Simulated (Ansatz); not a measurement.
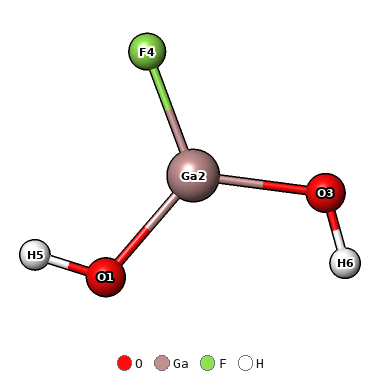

The system is FGaH2O2, SMILES [OH][Ga]([OH])[F]; the picture shows the grid point nearest to the relaxed geometry. Two internal coordinates are moved rigidly from the geometry relaxed at PBE0-D4/def2-TZVP, all others fixed. First axis: bond O1–H5. Second axis: angle F4–Ga2–O3. Grid: 5 × 5 points. Points are written as (first, second). Energies are in eV, from the lowest grid point. Computed with RKS r2SCAN-D4/def2-TZVPP in Ansatz 0.2.0.

Its coordinates:

```xyz
6

O    -0.2972    1.3510   -0.5748
Ga   -0.0682   -0.3424   -0.1176
O     0.7944   -0.8423    1.3353
F    -0.7221   -1.5896   -1.1441
H    -0.7993    1.4614   -1.4103
H     1.1242   -0.1004    1.8485
```

Range: bond O1–H5 from 0.864 to 1.152 Å; angle F4–Ga2–O3 from 87.8 to 147.8°.

What will the energy surface look like?

The lowest grid point is at (0.981 Å, 117.8°). It is the only kind of minimum in the scanned range. The highest grid point, (1.152 Å, 147.8°), lies 1.28 eV above the lowest. Round the minimum the two coordinates are nearly uncoupled.

```
angle F4–Ga2–O3 ↓, bond O1–H5 →  0.864  0.912  0.981  1.063  1.152
                          147.8   0.92   0.69   0.64   0.86   1.28
                          132.8   0.44   0.20   0.14   0.35   0.77
                          117.8   0.30   0.06   0.00   0.20   0.61
                          102.8   0.43   0.19   0.12   0.32   0.73
                           87.8   0.89   0.65   0.58   0.77   1.18
```

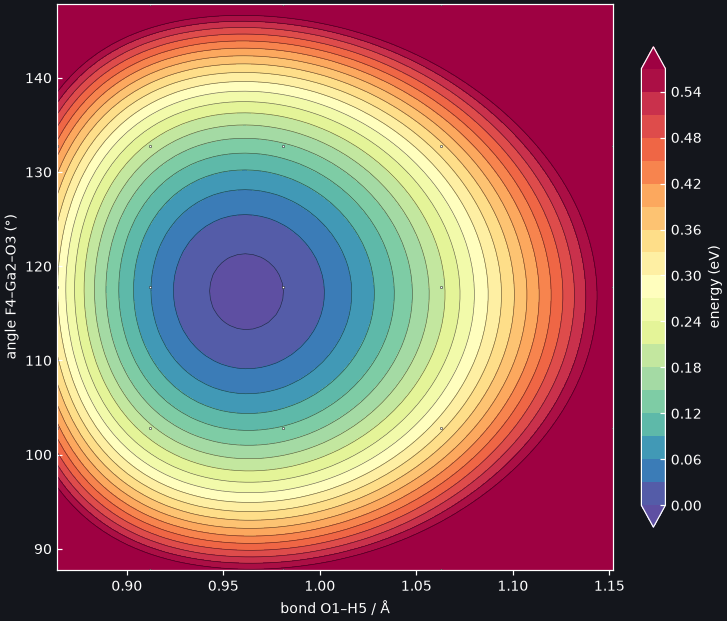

The picture shows filled contours, dots at the grid points, one colour for all values above the top of the scale. Between grid points the surface is interpolated.
